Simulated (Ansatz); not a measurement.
## PtSe2, pressure series

Start from PtSe₂ in the CdI2 type structure (space group P-3m1, No. 164; layered).

```
PtSe2
1.0
    3.77238     0.00000     0.00000
   -1.88619     3.26698     0.00000
    0.00000     0.00000     4.81834
Pt Se
1 2
Direct
  0.00000   0.00000   0.00000
  0.66667   0.33333   0.26556
  0.33333   0.66667   0.73444
```

Cell and atoms are relaxed at each pressure.

Calculations: PBE-D3(BJ) (Ansatz, a program for electronic structure, PAW, no spin-orbit coupling).

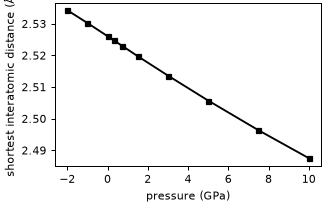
Fig. 1. Shortest interatomic distance against pressure

```json
[
 {"pressure (GPa)": "-2", "shortest interatomic distance": "253.4 pm"},
 {"pressure (GPa)": "-1", "shortest interatomic distance": "253.0 pm"},
 {"pressure (GPa)": "0.3", "shortest interatomic distance": "252.5 pm"},
 {"pressure (GPa)": "0.7", "shortest interatomic distance": "252.3 pm"},
 {"pressure (GPa)": "1.5", "shortest interatomic distance": "252.0 pm"},
 {"pressure (GPa)": "3", "shortest interatomic distance": "251.4 pm"},
 {"pressure (GPa)": "5", "shortest interatomic distance": "250.6 pm"},
 {"pressure (GPa)": "7.5", "shortest interatomic distance": "249.6 pm"},
 {"pressure (GPa)": "10", "shortest interatomic distance": "248.7 pm"}
]
```

Load acts through the strain it causes; cell and atoms are relaxed under it. No phonon test of stability was made. No other phases were tried under pressure. All final runs are without spin polarisation.
